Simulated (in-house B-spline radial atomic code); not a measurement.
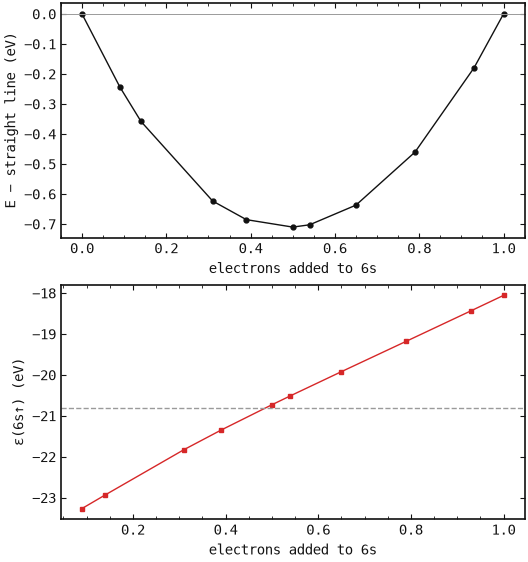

All numbers are computed, not measured: scalar-relativistic (spin-free one-electron X2C) TPSSh, spin-polarised, spherical fractional occupations, Fermi nucleus, basis-set limit (an in-house B-spline radial code). The occupation of the 6s shell is varied from Lu³⁺ ([Xe] 4f14) to Lu²⁺ ([Xe] 4f14 6s1 (high spin)), with spherical fractional occupations. The plot shows the total energy less the straight line between the end points, and the eigenvalue of 6s↑ (the dashed line is minus the energy to take the whole electron out).

**Describe the curve.**

The curve is convex (below the straight line), with the largest deviation among the points computed, −0.71 eV, at 0.5. The end points differ by 20.8 eV, the energy to take the electron out. The eigenvalue, which is the slope of the energy (Janak's theorem), moves from −23.3 eV at 0.09 to −18.1 eV at 1; for a straight line it would stay constant, and a parabola would sag by an eighth of this change, scaled to a whole electron, 0.72 eV. Convexity is the delocalisation error: fractional charges are too low in energy. Exact exchange at spherical fractional occupations leaves self-interaction in partly filled shells, which adds to the curvature.
